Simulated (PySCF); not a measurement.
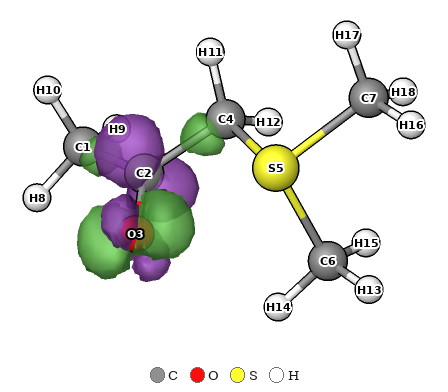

Figure 1: C₅H₁₁OS, charge +1, SMILES `CC(=O)C[S+](C)C`. Unrelaxed difference density of S₁ less the ground state (TDA singlet states), ±0.1 e/Å³; purple: gain, green: loss.

Level of theory: PBE0/def2-SVP (PySCF), at a geometry from GFN2-xTB. No frequency check shows the geometry to be a minimum. GFN2-xTB bond lengths at metals and heavier atoms can be off by up to 0.1 Å and shapes distorted, which carries into these values. Without diffuse functions Rydberg states are missing, so the states' numbers hold for this basis only.

Input

```python
import numpy as np
from pyscf import gto, scf, dft, tdscf
from pyscf.scf import atom_ks, atom_hf
from scipy.linalg import block_diag

def solve(mol, dm0=None, hcore=None):
    mf = (dft.UKS if mol.spin else dft.RKS)(mol, xc='pbe0')
    mf.grids.level = 3
    mf = mf.density_fit(auxbasis='def2-universal-jkfit')
    mf.conv_tol, mf.max_cycle = 1e-8, 80
    if hcore is not None:
        mf.get_hcore = lambda *args: hcore
    mf.kernel(dm0)
    if not mf.converged:
        mf = mf.newton().run(mf.mo_coeff, mf.mo_occ, max_cycle=30)
    assert mf.converged, 'SCF not converged'
    return mf

mol = gto.M(atom='''
C     -2.92175     0.49351    -0.30038
C     -1.58163    -0.01674     0.07525
O     -1.34640    -1.04239     0.66312
C     -0.37272     0.83874    -0.30057
S      1.02206    -0.06607     0.47422
C      1.30214    -1.37884    -0.73381
C      2.37852     1.04475     0.01394
H     -3.66399    -0.29481    -0.20348
H     -2.92613     0.89684    -1.30997
H     -3.19379     1.30254     0.37842
H     -0.43251     1.83661     0.13388
H     -0.23935     0.92315    -1.37853
H      2.22209    -1.88914    -0.46128
H      0.47615    -2.08112    -0.66255
H      1.38177    -0.97473    -1.73813
H      3.31398     0.55938     0.27679
H      2.28803     1.95893     0.59316
H      2.36468     1.27004    -1.04730
''', basis='def2-svp', charge=1, spin=0, verbose=4)
mf = solve(mol)
td = mf.TDA()
td.nstates, td.singlet, td.conv_tol = 5, True, 1e-5
td.kernel()
td.analyze()
x, y = np.array([p[0] for p in td.xy]), np.array([p[1] + 0 * p[0] for p in td.xy])
f, mu = td.oscillator_strength(), td.transition_dipole()
nto = [td.get_nto(state=i + 1, verbose=4) for i in range(len(td.e))]
# spherically averaged free atoms, for the promolecule
atm = atom_ks.get_atm_nrks(mol, xc='pbe0')
pro = block_diag(*[(atm[a[0]][2] * atm[a[0]][3]) @ atm[a[0]][2].T for a in mol._atom])
np.savez('result.npz', e=td.e, f=f, ok=td.converged, w=[n[0] for n in nto], nto=[n[1] for n in nto], x=x, y=y, c=mf.mo_coeff, occ=mf.mo_occ, eps=mf.mo_energy, pro=pro, mu=mu)
```

Command:

```sh
OMP_NUM_THREADS=1 python input.py
```

The run took 6.1 min on 1 thread of Intel(R) Xeon(R) Processor, on a shared host, peak memory 0.89 GiB.

**How does the charge move on excitation?**

0.74 e is displaced in all, of which about 0.4 e passes between atoms: O3 (0.30 e) loses electrons and C2 (0.32 e) gains them. The state: 4.76 eV (260 nm), f = 0.000 (very weak); the leading pair carries 100 %; hole on O3 (63 %), C2 (11 %) and C4 (9 %), electron on C2 (42 %), O3 (33 %) and C1 and C4 (6 % each); their centroids lie 0.5 Å apart.
